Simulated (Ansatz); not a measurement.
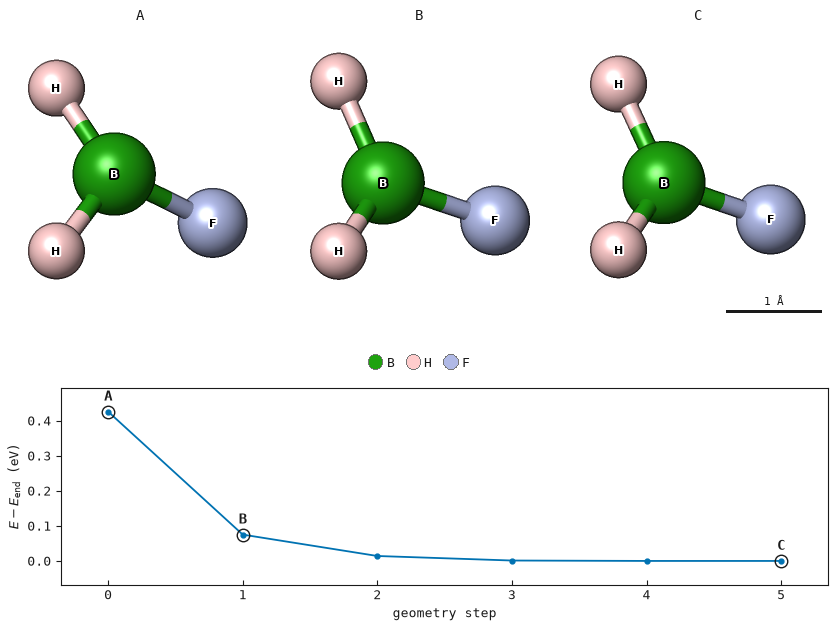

Frames of a relaxation of BH2F, marked on the history of the run. The picture is a ball-and-stick view, seen at a tilt.

It is one of the separated products of a reaction.

The calculation used RKS PBE0-D4/def2-TZVP in Ansatz 0.2.0. (force threshold 0.005 eV/Å; at most 200 steps)

### Describe the path.

The largest move after the best rigid fit is that of the B atom, 0.18 Å. Largest moves by element: B 0.18 Å, H 0.07 Å, F 0.06 Å. Some distances before and after: B–F 1.377 → 1.317 Å, B–H 1.207 → 1.198 Å. Among the angles between lasting bonds that change: H–B–H 118.9° → 124.4°, H–B–F 115.1° → 117.8°. The energy falls by 0.426 eV in 5 geometry steps. Largest force component: 3 eV/Å at the start, 0.00032 eV/Å at the end. From step 0 to 1: the B atom moves most (0.20 Å), energy −0.351 eV. From step 1 to 5: the F atom moves most (0.04 Å), energy −0.075 eV.

| step | E − E(0), eV | largest force component, eV/Å |
| --- | --- | --- |
| 0 | 0.0000 | 2.9703 |
| 1 | -0.3507 | 1.3354 |
| 2 | -0.4118 | 0.6397 |
| 3 | -0.4247 | 0.1410 |
| 4 | -0.4259 | 0.0137 |
| 5 | -0.4259 | 0.0003 |
